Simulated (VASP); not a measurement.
Band structure of NaI (rock salt). Computed with PBE GGA with spin-orbit coupling, VASP's PBE PAW potentials (set 64) (plane waves; VASP).

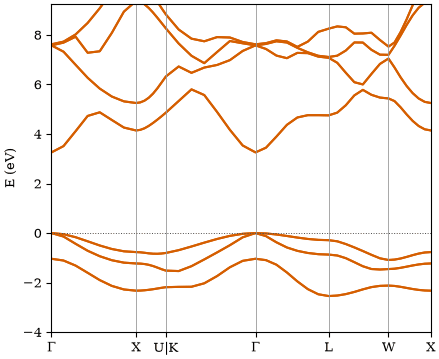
Bands along high-symmetry lines, zero at the valence-band maximum or, without a gap, the Fermi level

Question: Read the plot: is there a gap, and where are the band edges?

Answer: The gap is direct, 3.26 eV, from the valence maximum at Γ to the conduction minimum at Γ.

Measured: gap 5.90 eV (computed value off by -2.64 eV), as given by Abedi et al., (2022), arXiv:2211.14644.

The compound is NaI in the rock salt structure. It was relaxed first.
